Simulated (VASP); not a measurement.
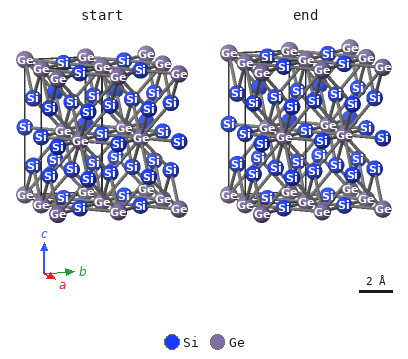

The structure of solid Si$_{3}$Ge (a generated structure, set up in I4/mmm) before (left) and after (right) a relaxation, at one scale.

The picture is a ball-and-stick view of the conventional cell (2 times the calculation's cell), repeated 2 × 2 × 1 with one cell outlined, seen slightly off an axis. Lengths and directions refer to the drawn axes.

The run lets cell and atoms move.

The calculation used Kohn-Sham DFT of a periodic cell, PBE, VASP PAW PBE potentials, recommended in VASP 6.6.1.

Input file:
```
SYSTEM = Si3Ge
PREC = Normal
ENCUT = 520
EDIFF = 1E-4
ISMEAR = 0
SIGMA = 0.15
LREAL = .FALSE.
LASPH = .TRUE.
NELM = 60
ALGO = Fast
ISIF = 3
LWAVE = .FALSE.
LCHARG = .FALSE.
GGA = PE
IBRION = 2
NSW = 24
EDIFFG = -0.08
```

Command:
```bash
cat potpaw_PBE.64/Si/POTCAR potpaw_PBE.64/Ge_d/POTCAR > POTCAR
mpirun -np 1 vasp_std > vasp.out
```

**What changed between the two?**

Over 8 geometry steps the energy falls by 61.2 meV per cell of the calculation. All forces vanish by symmetry, so only the cell relaxes. The pressure goes from 3.86 to −0.53 GPa. The atoms keep their places relative to the cell (all moves are under 0.005 Å). The volume changes by +4.4 %, with a = b 3.834 → 3.826 Å (−0.2 %), c 8.354 → 8.755 Å (+4.8 %). Some distances before and after: Ge–Si 2.835 → 2.907 Å, Ge–Si 2.711 → 2.706 Å. The space group stays I4/mmm (No. 139).
